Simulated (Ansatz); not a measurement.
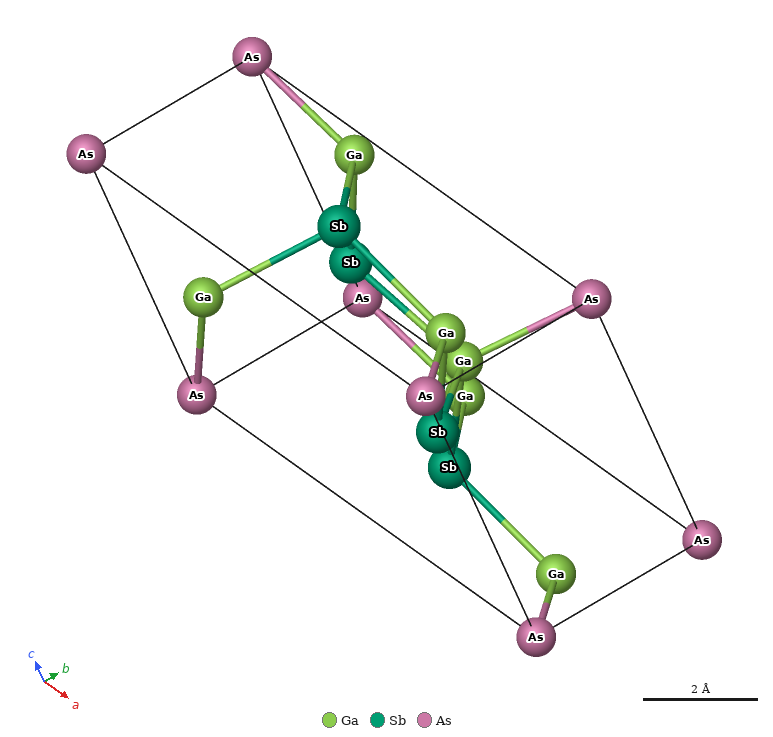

An orthographic ball-and-stick view of the structure, slightly off an axis. Atoms at the boundary of the simulation cell (the box) are drawn once for each face, edge or corner they touch.

Input used:
```yaml
crystal:
  lattice:
    - [-3.0497558484, 3.0497558484, 6.0893594092]
    - [3.0497558484, -3.0497558484, 6.0893594092]
    - [3.0497558484, 3.0497558484, -6.0893594092]
  atoms:
    - { symbol: Ga, position: [0.6418360039, 0.6418360039, 0.5250307319] }
    - { symbol: Ga, position: [0.116805272, 0.116805272, 0.4749692681] }
    - { symbol: Ga, position: [0.883194728, 0.3581639961, 0.0] }
    - { symbol: Ga, position: [0.3581639961, 0.883194728, 0.0] }
    - { symbol: Sb, position: [0.5, 0.5, 0.0] }
    - { symbol: Sb, position: [0.75, 0.25, 0.5] }
    - { symbol: Sb, position: [0.25, 0.75, 0.5] }
    - { symbol: As, position: [0.0, 0.0, 0.0] }
basis:
  ecutwfc: 420
kpoints:
  mp_grid: { grid: [10, 10, 10] }
  band_path:
    path:
      - [[0.0, 0.0, 0.0], [0.0, 0.0, 0.5], [0.25, 0.25, 0.25], [0.0, 0.5, 0.0], [0.0, 0.0, 0.0], [0.5, 0.5, -0.5], [0.31270858, 0.68729142, -0.31270858]]
      - [[-0.31270858, 0.31270858, 0.31270858], [0.0, 0.0, 0.0]]
      - [[0.0, 0.0, 0.5], [-0.12541715, 0.12541715, 0.5]]
      - [[0.5, 0.5, -0.12541715], [0.5, 0.5, -0.5]]
    npoints: 14
hamiltonian:
  xc: pbe
scf:
  occupations: { method: gaussian, width: 0.1 }
  n_extra_bands: 20
output:
  forces: true
  stress: true
  eigenvalues: true
  populations: true
  dos: { projected: true, de: 0.02, nscf_kmesh: { grid: [12, 12, 12] } }
  bader: true
```
Run as:
```sh
ansatz run input.yaml --threads 1 --pin off --max-ram 2560MiB --backend cpu --events-out ev --progress --plain --runs-dir out
```

Computational set-up: DFT PBE, scalar-relativistic, plane waves, PAW (Ansatz 0.2.0), an energy cutoff of 420 eV, k-point mesh 10×10×10, Gaussian smearing of 0.1 eV, no spin polarisation.

Question: Give the Bader charge of each element.

Answer: Ga +0.41 e; Sb -0.33 e; As -0.64 e.

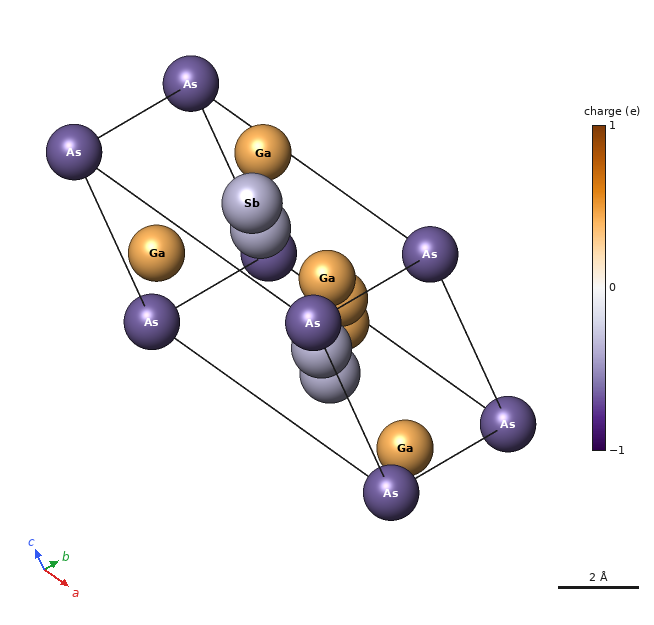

The atoms coloured by those charges.

Origin of the cell: a structure type filled with these elements by a generator (whether the compound takes this form wasn't checked). Earlier steps of the study, as a rule a relaxation of our own, may have changed the cell and positions, so they can lie some per cent off the listed ones. It went into a calculation with Ansatz.
